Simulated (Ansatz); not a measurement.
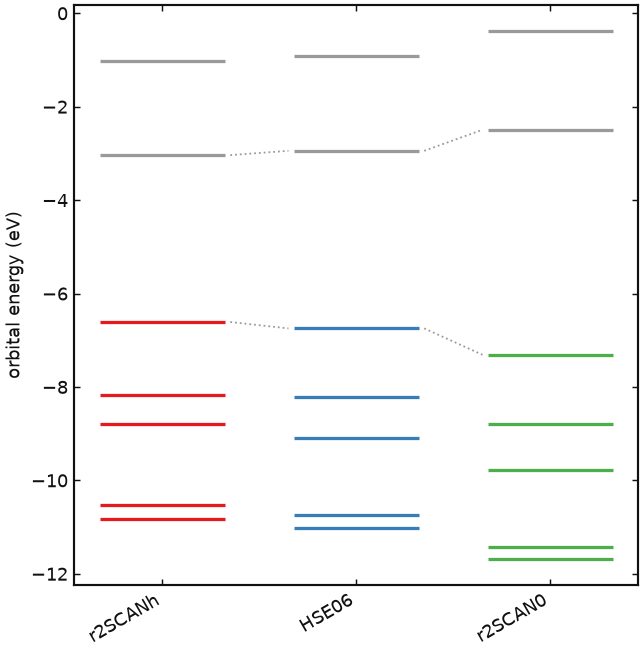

Frontier orbital energies of C₂H₂O₂S, SMILES O=COC=S at one geometry, def2-TZVPP, the Ansatz code, at a PBE0-D4/def2-TZVP geometry (a minimum by its frequencies). Empty levels are grey, levels within 0.1 eV stand side by side; all columns show the same few orbitals around the gap. Dotted lines join the HOMOs and the LUMOs.

### How do the frontier levels move from column to column?

The separation grows from 3.57 eV (r2SCANh) to 4.82 eV (r2SCAN0).

```csv
level,HOMO (eV),LUMO (eV),separation (eV)
r2SCANh,−6.61,−3.04,3.57
HSE06,−6.75,−2.94,3.80
r2SCAN0,−7.31,−2.49,4.82
```

Caveats, for all or some of the runs: empty levels above zero depend strongly on the basis; one conformer of a flexible molecule.
